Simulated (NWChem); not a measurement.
Energy and gradient calculation of C2H3Sn

The run: energy and gradient calculation of C2H3Sn, multiplicity 2, SMILES C#[C][SnH2]. Method and program: PBE/def2-TZVP, UKS, core potentials def2-TZVP (NWChem 7.3.0).

The geometry comes from this level: PBE0-D4/def2-TZVP.

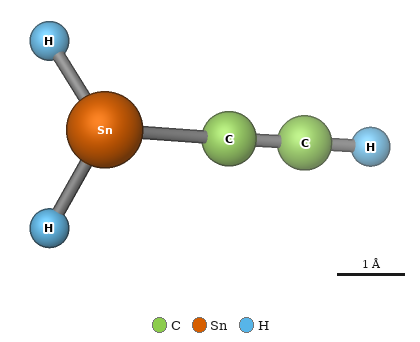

Figure 1. The input geometry (ball-and-stick view, seen at a tilt). Sticks mark near contacts. Bond lengths as drawn: C–C 1.21 Å, C–H 1.07 Å, C–Sn 2.08 Å and H–Sn 1.71 Å.

## Input file
```python
from ase import Atoms
from ase.calculators.nwchem import NWChem

mol = Atoms(['C', 'C', 'Sn', 'H', 'H', 'H'], positions=[
    [-0.393100, -1.830000, -0.172100],
    [-0.048400, -0.680100, -0.027600],
    [0.721100, 1.225200, 0.300000],
    [-0.716000, -2.837100, -0.307900],
    [0.813900, 2.019800, -1.216100],
    [-0.335600, 2.038000, 1.377700],
])

calc = NWChem(
    label='mol',
    theory='dft',
    memory='2200 mb',
    basis='def2-TZVP',
    basispar='spherical bse',
    dft={'xc': 'xpbe96 cpbe96', 'mult': '2', 'grid': 'fine', 'convergence': 'energy 1e-08', 'iterations': '100', 'mulliken': None},
    **{'ecp bse': {'Sn library': 'def2-TZVP'}},
)
mol.calc = calc

forces = mol.get_forces()
e = mol.get_potential_energy()
print(f"E = {e:.6f} eV")
print("forces (eV/A):")
for s, f in zip(mol.symbols, forces):
    print(f"{s:2s} {f[0]:10.5f} {f[1]:10.5f} {f[2]:10.5f}")
```

## File mol.nwi
```
title "mol"

permanent_dir mol

scratch_dir mol

start mol

geometry units angstrom nocenter noautosym noautoz
  C  -3.9310000000000000e-01 -1.8300000000000001e+00 -1.7210000000000000e-01
  C  -4.8399999999999999e-02 -6.8010000000000004e-01 -2.7600000000000000e-02
  Sn 7.2109999999999996e-01 1.2252000000000001e+00 2.9999999999999999e-01
  H  -7.1599999999999997e-01 -2.8371000000000000e+00 -3.0790000000000001e-01
  H  8.1389999999999996e-01 2.0198000000000000e+00 -1.2161000000000000e+00
  H  -3.3560000000000001e-01 2.0379999999999998e+00 1.3776999999999999e+00
end

memory 2200 mb

basis spherical bse noprint
   * library def2-TZVP
end

dft
  xc xpbe96 cpbe96
  mult 2
  grid fine
  convergence energy 1e-08
  iterations 100
  mulliken
end
ecp bse
  Sn library def2-TZVP
end

task dft gradient
```

Run on 1 thread of Intel Xeon (Sapphire Rapids), 192 GiB of memory available, shared host.

Launch command:
```bash
export ASE_NWCHEM_COMMAND="nwchem PREFIX.nwi > PREFIX.nwo"
python run.py
```

## Output
```
E = -7948.749892 eV
forces (eV/A):
C    -0.24626   -0.89464   -0.10259
C     0.23135    0.93028    0.09585
Sn    0.22230   -0.00201    0.09894
H    -0.07646   -0.22975   -0.03234
H     0.00561    0.09703   -0.19052
H    -0.13653    0.09909    0.13061
```

## Key numbers

```json
{"quantity": "outcome", "value": "converged"}
{"quantity": "total energy", "value": "−292.111173 hartree"}
{"quantity": "basis functions", "value": "130"}
{"quantity": "largest force", "value": "0.963 eV/Å"}
{"quantity": "⟨S²⟩", "value": "0.752"}
{"quantity": "dipole moment", "value": "0.34 D"}
{"quantity": "wall time", "value": "3.4 min"}
{"quantity": "peak memory", "value": "0.14 GiB"}
```
